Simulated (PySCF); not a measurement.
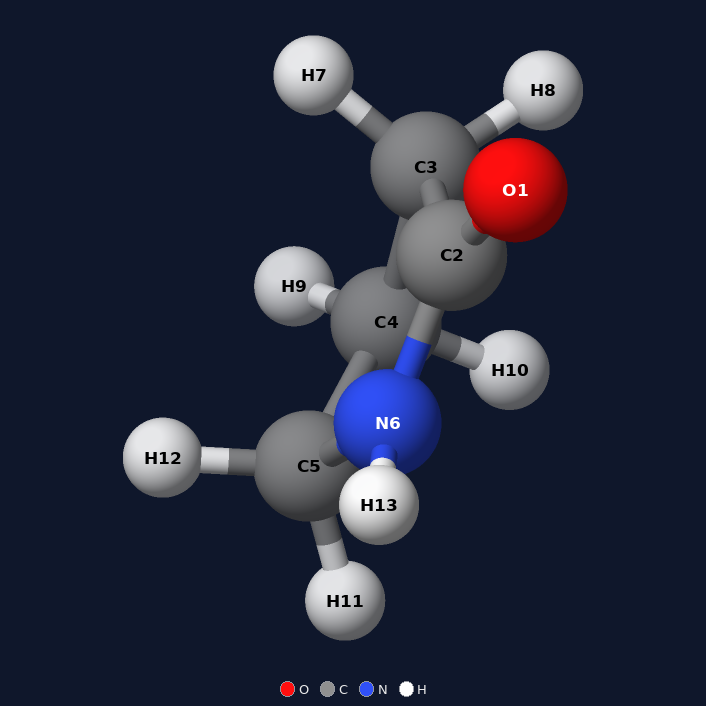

Computed geometry: GFN2-xTB optimisation. No frequency run is at hand to confirm it as a minimum. Level of theory: delta-SCF UKS SCAN, pcX-2 on the ionised atom, pcseg-1 elsewhere, spin-free X2C (PySCF 2.14.0).

Give the core-electron binding energies (to vacuum) of O1 1s, C2 1s, C3 1s, C4 1s, C5 1s, N6 1s.

| atom | level | binding energy (eV) |
| --- | --- | --- |
| O1 | 1s | 536.7 |
| C2 | 1s | 293.4 |
| C3 | 1s | 290.9 |
| C4 | 1s | 291.1 |
| C5 | 1s | 292.1 |
| N6 | 1s | 405.7 |
